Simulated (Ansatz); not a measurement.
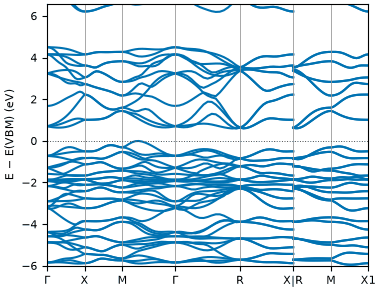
Fig. 1. Band structure from plane-wave PAW r²SCAN (Ansatz code)

The gap is 0.59 eV; an edge lies off the plotted path or next to a special point (maximum off the standard path, minimum on the Γ–R line, 92 % of the way from Γ).

### Question
Which compound is it?
(A) CoAsS, P2_13 (Co on 4a, As on 4a, S on 4a)
(B) ZnO, Pm-3n (Zn on 6c, O on 6d)
(C) Ca3SbP, anti-perovskite
(D) BiRhS, P2_13 (Bi on 4a, Rh on 4a, S on 4a)

### Answer
D, BiRhS, P2_13 (Bi on 4a, Rh on 4a, S on 4a)

The workflow started from a Materials Project entry (that database holds measured and hypothetical structures alike); the Crystallography Open Database copy checked does not list it. Whether it is the stable phase at ambient conditions was not checked. The r²SCAN relaxation kept the symmetry of its start; its stability against distortions is not shown here. The run is not spin-polarised. Spin–orbit coupling is left out wherever it is not named.

Potentials: the later of the program's two PAW sets.
